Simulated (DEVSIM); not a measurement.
System: abrupt Ge p-n junction, at 300 K.

| layer (left to right) | material | thickness (μm) | Nd (cm⁻³) | Na (cm⁻³) | τn (s) | τp (s) |
|---|---|---|---|---|---|---|
| 1 | Ge | 6.00 | - | 1.6e15 | 2.2e-6 | 2.2e-6 |
| 2 | Ge | 1.80 | 5.2e15 | - | 2.2e-6 | 2.2e-6 |

Left contact: ohmic. Right contact: ohmic. Voltage is applied to the left contact. Recombination: SRH at mid-gap, radiative, Auger. Mobility is μmin + (μ − μmin)/(1 + (N/Nref)^α).

Constants are typed, rounded textbook-type inputs, not results; the design itself was drawn at random and stands for no fabricated device. Values at 300 K.

```csv
parameter,Ge
gap (eV),0.664
affinity (eV),4
permittivity,16
Nc (cm⁻³),1.04e19
Nv (cm⁻³),6e18
μn (cm²/Vs),3900
μp (cm²/Vs),1900
"μn,min",150
"μp,min",100
"Nref,n",2.6e17
"Nref,p",4e17
αn,0.56
αp,0.6
B (cm³/s),6.4e-14
Cn (cm⁶/s),1e-31
Cp (cm⁶/s),1e-31
```

DEVSIM, 1D drift-diffusion, Boltzmann statistics, complete ionisation; no tunnelling, impact ionisation, image-force lowering or self-heating.

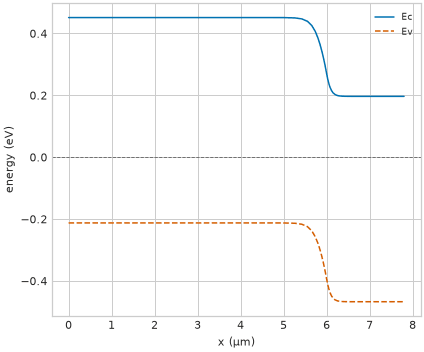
Band edges at zero bias

Energies count from the Fermi level of the right contact; mesh points crowd at the junctions.

```tsv
x (μm)	Ec (eV)	Ev (eV)	n (cm⁻³)	p (cm⁻³)	field (V/cm)
0.000	0.451	-0.213	2.7e11	1.6e15	≈ 0
0.02596	0.451	-0.213	2.7e11	1.6e15	≈ 0
0.08406	0.451	-0.213	2.7e11	1.6e15	≈ 0
0.2002	0.451	-0.213	2.7e11	1.6e15	≈ 0
0.5932	0.451	-0.213	2.7e11	1.6e15	≈ 0
1.255	0.451	-0.213	2.7e11	1.6e15	≈ 0
2.737	0.451	-0.213	2.7e11	1.6e15	≈ 0
4.732	0.451	-0.213	2.7e11	1.6e15	≈ 0
5.425	0.447	-0.217	3.2e11	1.4e15	-350
5.735	0.407	-0.257	1.5e12	2.8e14	-2900
5.890	0.342	-0.322	1.9e13	2.3e13	-5500
5.973	0.289	-0.375	1.4e14	3.1e12	-7100
6.000	0.270	-0.394	3.0e14	1.4e12	-7600
6.026	0.252	-0.412	6.0e14	7.3e11	-6200
6.112	0.216	-0.448	2.5e15	1.8e11	-2600
6.254	0.199	-0.465	4.7e15	9.3e10	-380
6.567	0.197	-0.467	5.2e15	8.4e10	≈ 0
7.096	0.197	-0.468	5.2e15	8.4e10	≈ 0
7.555	0.197	-0.468	5.2e15	8.4e10	≈ 0
7.693	0.197	-0.468	5.2e15	8.4e10	≈ 0
7.760	0.197	-0.468	5.2e15	8.4e10	≈ 0
7.800	0.197	-0.468	5.2e15	8.4e10	≈ 0
```
